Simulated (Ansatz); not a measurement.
Consider C in the diamond structure (space group Fd-3m, No. 227; a = 3.554 Å). Axes: x, y, z lie along the cube axes.

The change: strain tensor (xx, yy, zz, yz, xz, xy) = (−1.72, +0.06, +0.36, −0.31, +1.67, −0.98) %, atoms relaxed at fixed cell.

The values are results of PBEsol/PAW in Ansatz (a first-principles code), no spin-orbit coupling, not measurements.

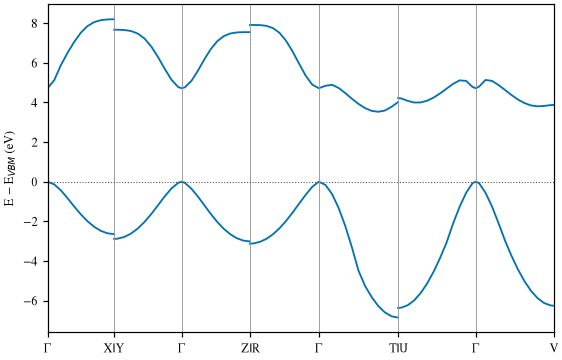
Figure: Highest valence and lowest conduction band along the path of the changed cell's own zone

Q: From the figure, how large is the changed gap, and is it direct?

A: About 3.5 eV, indirect, Γ → Γ–T (75 % along).

Stability against distortions was not tested. k-point labels follow each cell's own Brillouin zone.
